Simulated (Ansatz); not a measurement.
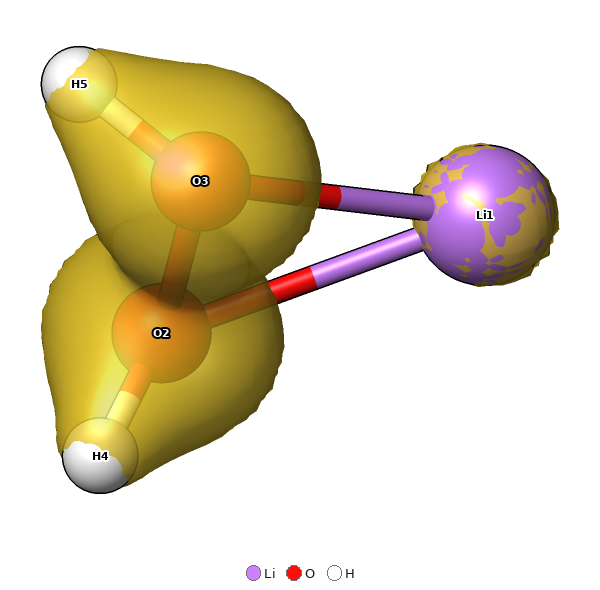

Figure. H2LiO2 (charge +1). Isosurface of the total electron density at 1 e/Å³ (yellow), seen at a tilt.

Geometry: rigid move from PBE0-D4/def2-TZVP.

Level of theory: RKS PBE0-D4/def2-TZVPPD (Ansatz 0.2.0).

```json
{"atom": "Li", "x (Å)": "-0.1861", "y (Å)": "0.0127", "z (Å)": "-1.6711"}
{"atom": "O", "x (Å)": "-0.4921", "y (Å)": "0.4725", "z (Å)": "0.4072"}
{"atom": "O", "x (Å)": "0.5688", "y (Å)": "-0.4778", "z (Å)": "0.2818"}
{"atom": "H", "x (Å)": "-1.0725", "y (Å)": "0.0859", "z (Å)": "1.0841"}
{"atom": "H", "x (Å)": "1.2845", "y (Å)": "-0.1003", "z (Å)": "0.8202"}
```

What does this surface tell about the bonding?

At this value the surface falls into two separate pieces. It bridges the sampled O–O (1.43 Å) and O–H (0.97 Å) contacts, where the density stays above the isovalue. It is pinched off along the sampled Li–O (2.15 Å) contacts. On the grid the lowest density along these lines, outside the cores, is 2 e/Å³ (O–O, 1.43 Å), 0.13 e/Å³ (Li–O, 2.15 Å) and 2.5 e/Å³ (O–H, 0.97 Å).
